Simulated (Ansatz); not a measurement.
# U-r2SCAN/6-311G(d,p) run of BH2 (boron dihydride)

Aim: the energy change on altering one bond length of BH2 (boron dihydride) at U-r2SCAN/6-311G**, from 2 runs. 

The results are computed with Ansatz 0.2.0.

58 further runs of the same task are left out: 58 set aside as unsound or not needed.

### Step 1. The molecule

BH2 has 3 atoms, charge 0, and is taken as a doublet. SMILES: `[BH2]`. Geometry: relaxed at GFN2-xTB.

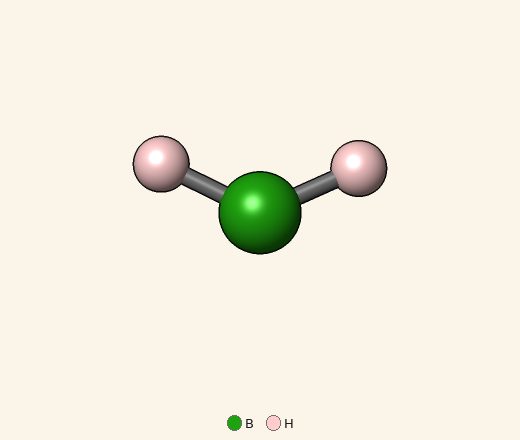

The structure, seen from a chosen angle (boron green, hydrogen pink).

### Step 2. A single-point energy at U-r2SCAN/6-311G(d,p)

The input, molecule.yaml:

```yaml
crystal:
  periodic: [false, false, false]
  atoms:
    - {symbol: B, position_ang: [0.262840, -0.166230, 0.128640]}
    - {symbol: H, position_ang: [0.280020, 0.985320, 0.260980]}
    - {symbol: H, position_ang: [-0.542860, -0.819090, -0.389630]}
basis:
  gaussian: {orbitals: 6-311G_st__st_.json}
magnetization: {spin_polarized: true, initial_magnetization: 1}
hamiltonian: {xc: {name: r2SCAN}}
accuracy: high
```

The basis set 6-311G** is read from a file made from the Basis Set Exchange's data (not shown).

Run with:

```bash
$ ansatz run molecule.yaml --threads 1 --pin off --max-ram 2610MiB --events-out events.jsonl --progress --plain --runs-dir runs
```

The program printed:

```text
Warning: RAYON_NUM_THREADS=1 ignored (pool sized by the plan → 1); use --threads N
Functional definition: r2SCAN
  name "r2SCAN"
  parameter k0 = 0.174
  parameter k1 = 0.065
  parameter a1 = 4.9479
  exchange = r2scan_x(k0 = k0, k1 = k1, a1 = a1)
  correlation = r2scan_c
533 factors; integrals over basis functions are off by at most 6.2e-9 eV
mean field evaluation 1: about -704.5732 eV, gradient 8.7e0 eV
mean field evaluation 2: about -705.0045 eV, gradient 4.1e0 eV
mean field evaluation 4: about -705.1230 eV, gradient 1.2e-1 eV
mean field evaluation 8: about -705.1213 eV, gradient 8.2e-4 eV
mean field evaluation 16: about -705.1213 eV, gradient 5.8e-8 eV
mean field -705.12127467 eV, -25.9127288959 hartree, gradient 4.9e-8 eV, S^2 0.752552; 1 other end points of the search recorded, 0 dependent functions left out
reference -705.12127639 eV, -25.9127289588 hartree; 4, 3 occupied and 26, 27 virtual orbitals, 533 factors
Total energy: -705.12127639 eV, -25.9127289588 hartree
```

It took 2 s on 1 thread of Arm Neoverse V1, shared host; peak memory 0.13 GiB.

### Step 3. The distorted shape, same level

The input, run.yaml:

```yaml
crystal:
  periodic: [false, false, false]
  atoms:
    - {symbol: B, position_ang: [0.464245, -0.003031, 0.258195]}
    - {symbol: H, position_ang: [0.481425, 1.148519, 0.390535]}
    - {symbol: H, position_ang: [-0.542860, -0.819090, -0.389630]}
basis:
  gaussian: {orbitals: 6-311G_st__st_.json}
magnetization: {spin_polarized: true, initial_magnetization: 1}
hamiltonian: {xc: r2scan}
accuracy: high
```

The basis set 6-311G** is read from a file made from the Basis Set Exchange's data (not shown).

Run with:

```bash
$ ansatz run run.yaml --threads 1 --pin off --max-ram 2610MiB --events-out events.jsonl --progress --plain --runs-dir runs
```

The program printed:

```text
Warning: RAYON_NUM_THREADS=1 ignored (pool sized by the plan → 1); use --threads N
Functional definition: r2SCAN
  name "r2SCAN"
  parameter k0 = 0.174
  parameter k1 = 0.065
  parameter a1 = 4.9479
  exchange = r2scan_x(k0 = k0, k1 = k1, a1 = a1)
  correlation = r2scan_c
537 factors; integrals over basis functions are off by at most 3.5e-9 eV
mean field evaluation 1: about -704.2379 eV, gradient 6.9e0 eV
mean field evaluation 2: about -704.5148 eV, gradient 3.3e0 eV
mean field evaluation 4: about -704.6004 eV, gradient 1.4e-1 eV
mean field evaluation 8: about -704.5995 eV, gradient 2.6e-3 eV
mean field evaluation 16: about -704.5995 eV, gradient 1.2e-6 eV
mean field -704.59953870 eV, -25.8935554524 hartree, gradient 2.5e-8 eV, S^2 0.752480; 1 other end points of the search recorded, 0 dependent functions left out
reference -704.59954047 eV, -25.8935555176 hartree; 4, 3 occupied and 26, 27 virtual orbitals, 537 factors
Total energy: -704.59954047 eV, -25.8935555176 hartree
```

It took 2.2 s on 1 thread of Arm Neoverse V1, shared host; peak memory 0.13 GiB.

### Step 4. What came out

At U-r2SCAN/6-311G**:

| quantity | value |
| --- | --- |
| first shape: total energy | -25.91273 Eh |
| first shape: ⟨S²⟩ | 0.753 |
| distorted shape: total energy | -25.89356 Eh |
| distorted shape: ⟨S²⟩ | 0.752 |
| energy change with the B1–H3 bond stretched from 1.159 to 1.449 Å | 0.522 eV |

**Reading.** With the B1–H3 bond stretched from 1.159 to 1.449 Å the energy rises by 0.52 eV (12.0 kcal/mol). The first shape isn't relaxed at this level, so the change isn't measured from a minimum.
